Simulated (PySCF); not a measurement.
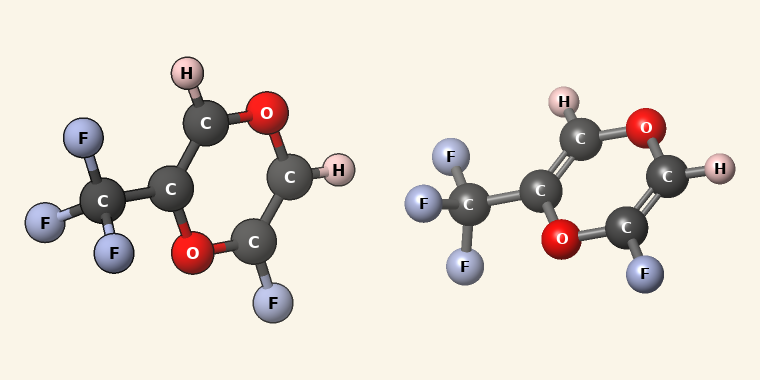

Both panels show the same species.

Description:

Formula C5H2F4O2. SMILES: `FC1=COC=C(C(F)(F)F)O1`. Independent rings (smallest set): 1 of 6 members. Among its groups: ether, alkene, C–F bond. Coordination: 4 C trigonal planar; 2 O bent; 1 C tetrahedral.

The parts below concern this one geometry. Atoms keep their numbers from picture to picture. The geometry was computed by an optimisation with PBE0-D3(BJ)/def2-SVP. No frequency run is at hand to confirm it as a minimum.

**Ring current**

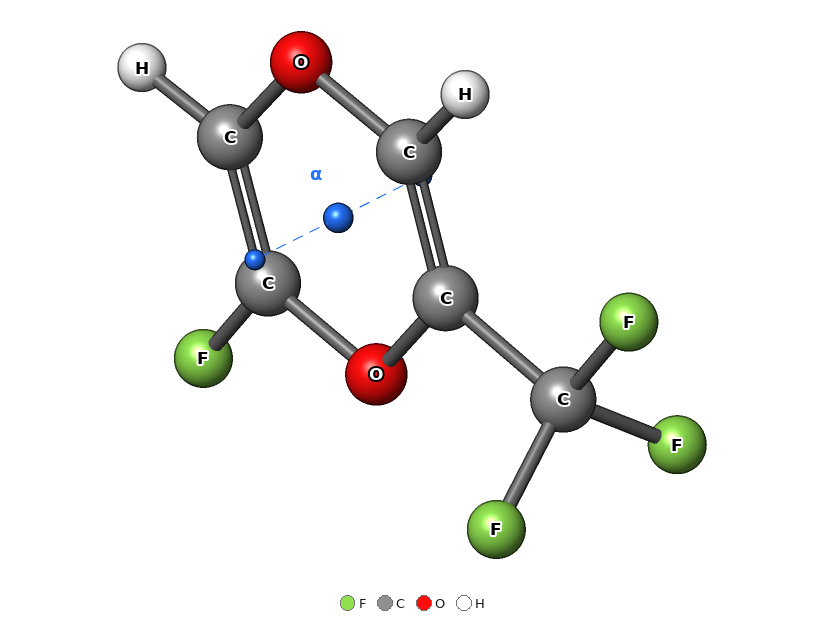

The small points mark where nucleus-independent chemical shifts (NICS) were computed: at the centre of each lettered ring and 1 Å above and below it. No frequency run is at hand to confirm it as a minimum. Properties computed with GIAO PBE0/pcSseg-1 NMR shielding, non-relativistic, IEF-PCM acetone (PySCF 2.14.0).

Give NICS(0), NICS(1) and the out-of-plane component NICS(1)zz for each ring (means of the two sides).

| ring | members | NICS(0) | NICS(1) | NICS(1)zz |
| --- | --- | --- | --- | --- |
| α | C4O2 | 7.0 | 4.9 | 21.0 |

Values in ppm.

Question: What do the values say about the ring currents?

Answer: Ring α: paratropic, as in an antiaromatic ring. NICS is one index among several.

**Charges**

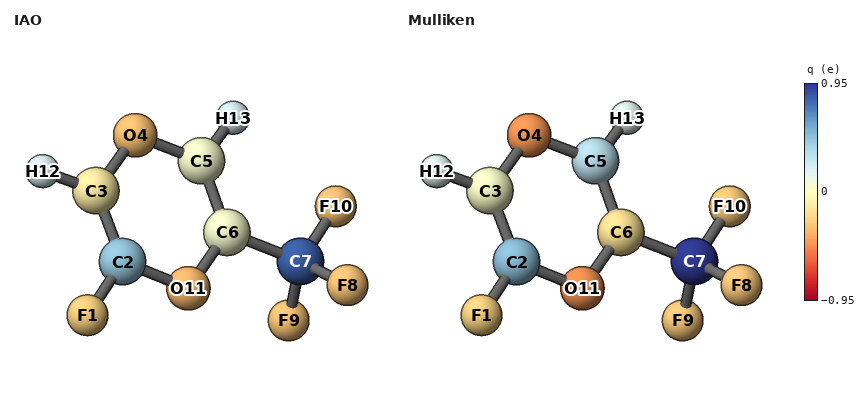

Atomic charges of one calculation by 2 schemes, on one colour scale. No frequency run is at hand to confirm it as a minimum. Level of theory: PBE0/pcSseg-1 in acetone (IEF-PCM) (PySCF 2.14.0).

Question: Which scheme gives the most polar picture (largest mean size of the charges)?

Answer: The Mulliken charges are the largest in size here.

Question: On which atom do the schemes disagree most?

Answer: On C5 (from 0.04 to 0.31 e).

List the charges (e), one line for each set of equivalent atoms. Atoms whose distances differ by more than 0.02 Å in this geometry are listed apart.

```tsv
atom	IAO	Mulliken
F1	−0.23	−0.23
C2	0.44	0.47
C3	−0.09	0.03
O4	−0.30	−0.44
C5	0.04	0.31
C6	0.05	−0.16
C7	0.81	0.92
F8	−0.28	−0.27
F9	−0.28	−0.26
F10	−0.28	−0.26
O11	−0.32	−0.45
H12	0.21	0.17
H13	0.21	0.16
```

**Quadrupole coupling**

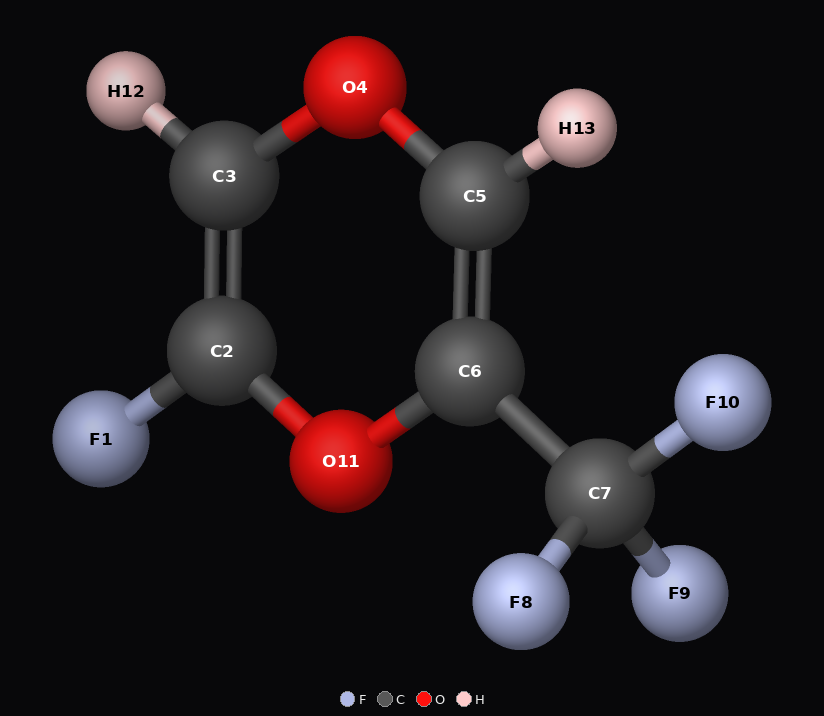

No frequency run is at hand to confirm it as a minimum. Electric field gradients from the ground-state density, PBE0/pcSseg-1 in acetone (IEF-PCM) (PySCF 2.14.0), non-relativistic apart from any core potentials.

Give the largest field-gradient component, the quadrupole coupling constant and the asymmetry for 17O at O4 (Q = −25.6 mb), 17O at O11 (Q = −25.6 mb), 2H at H12 (Q = 2.86 mb), 2H at H13 (Q = 2.86 mb).

| atom | V_zz (a.u.) | e²qQ/h (MHz) | η |
| --- | --- | --- | --- |
| O4 | 1.875 | −11.28 | 0.82 |
| O11 | 1.877 | −11.29 | 0.97 |
| H12 | 0.306 | 0.206 | 0.15 |
| H13 | 0.295 | 0.198 | 0.10 |

**Levels of theory compared**

No frequency run is at hand to confirm it as a minimum. Program: PySCF 2.14.0.

Tabulate dipole (D) at these levels: PBE0/pcSseg-1 in acetone (IEF-PCM); PBE0/pcSseg-1 in methanol (IEF-PCM); ωB97X-D/def2-SVPD; ωB97X-D/def2-SVPD in acetone (IEF-PCM); ωB97X-D/def2-SVPD in methanol (IEF-PCM).

```json
{"level": "PBE0/pcSseg-1 in acetone (IEF-PCM)", "dipole (D)": "2.76"}
{"level": "PBE0/pcSseg-1 in methanol (IEF-PCM)", "dipole (D)": "2.78"}
{"level": "ωB97X-D/def2-SVPD", "dipole (D)": "2.35"}
{"level": "ωB97X-D/def2-SVPD in acetone (IEF-PCM)", "dipole (D)": "3.01"}
{"level": "ωB97X-D/def2-SVPD in methanol (IEF-PCM)", "dipole (D)": "3.04"}
```

Mulliken values depend strongly on the basis set and can even reverse the polarity of a bond.
